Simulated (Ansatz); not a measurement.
**A computed series for Nb4AlC3: pressure series**

Consider Nb₄AlC₃ (space group P6_3/mmc, No. 194; a = 3.1211 Å, c = 24.1370 Å; a cell from a computed database, its experimental status unchecked).

Cell and atoms are relaxed at each pressure.

The values are results of PBEsol (Ansatz, a program for electronic structure, PAW, spin-orbit coupling left out), not measurements.

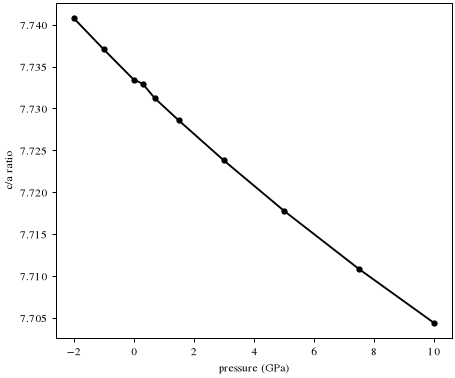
Fig. 1. c/a ratio against pressure

Problem. From the plot, what is the c/a ratio for pressure 10 GPa?

Solution. About 7.704.

Problem. Is the trend monotonic over the range shown?

Solution. Yes, it falls throughout, spanning 7.704 to 7.741.

Load acts through the strain it causes; cell and atoms are relaxed under it. Stability against distortions was not tested. No other phases were tried under pressure. All final runs are without spin polarisation.
